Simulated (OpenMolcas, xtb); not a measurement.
# CH4ClFOSi (SMILES C[Si](O)(F)Cl): methods side by side

The species is CH4ClFOSi (9 atoms), meant as a singlet with charge 0. SMILES: `C[Si](O)(F)Cl`. Geometry: relaxed at PBE0-D4/def2-TZVP. This is one conformer, not always the lowest.

Each level gives the HOMO–LUMO gap (eV). The values are calculated.

```
          level            kind     program  value (eV)   CPU time
       GFN0-xTB  semi-empirical         xtb        6.27  under 2 s
    HF/def2-SVP    Hartree–Fock  OpenMolcas       17.01       17 s
 SVWN5/def2-SVP             LDA  OpenMolcas        7.79       40 s
   PBE/def2-SVP             GGA  OpenMolcas        7.81       54 s
  TPSS/def2-SVP        meta-GGA  OpenMolcas        8.22       64 s
r2SCAN/def2-SVP        meta-GGA  OpenMolcas        9.02       64 s
 B3LYP/def2-SVP   global hybrid  OpenMolcas        9.63       49 s
 BHLYP/def2-SVP   global hybrid  OpenMolcas       12.45       51 s
B2PLYP/def2-SVP   double hybrid  OpenMolcas       12.72       37 s
```

The values span 6.27 to 17.01 eV. Orbital gaps aren't excitation energies, and those of double hybrids come from the SCF part alone; they tend to grow with the share of exact exchange. CPU times are rough (shared hosts, several kinds of processor and program).

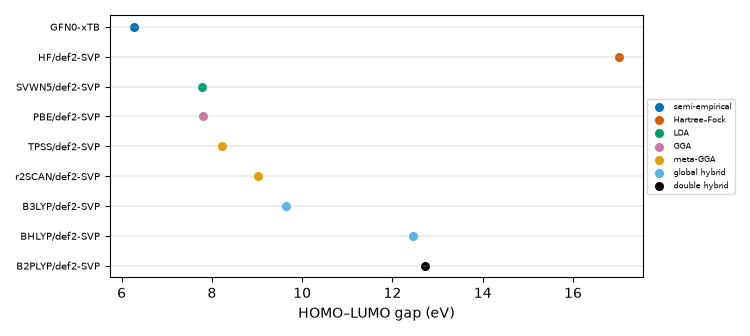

The values of the table, level by level.
